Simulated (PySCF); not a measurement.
SMILES CC[OH+]CC (C4H11O (cation, charge +1)) at its GFN2-xTB optimised geometry (Å):

```
16

C      1.2701    -1.8195     0.2532
C      0.7966    -0.4068     0.0000
O     -0.6747    -0.4068     0.0000
C     -1.3330     0.9079     0.0000
C     -1.3232     1.5687     1.3592
H      2.3534    -1.8511     0.1786
H      0.8639    -2.5040    -0.4871
H      0.9956    -2.1604     1.2494
H      1.1696     0.2837     0.7597
H      1.0911    -0.0591    -0.9919
H     -0.9744    -0.9046     0.7921
H     -0.8198     1.5086    -0.7522
H     -2.3534     0.7110    -0.3377
H     -0.3171     1.8055     1.6960
H     -1.8724     2.5040     1.2955
H     -1.8170     0.9488     2.1053
```

Level of theory: CAM-B3LYP/def2-TZVP run with PySCF.

Map of the log10 of the electron density (e/bohr³), floored at −4 on the plane z = 0.8 Å:

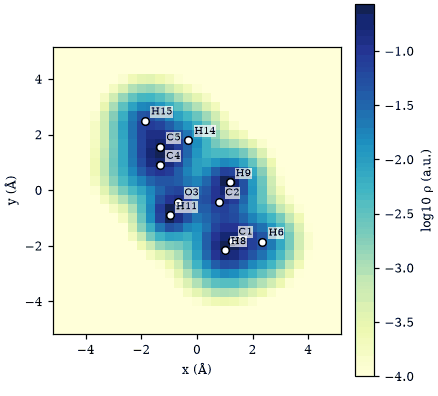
Log10 of the electron density (e/bohr³), floored at −4 on the plane z = 0.8 Å.
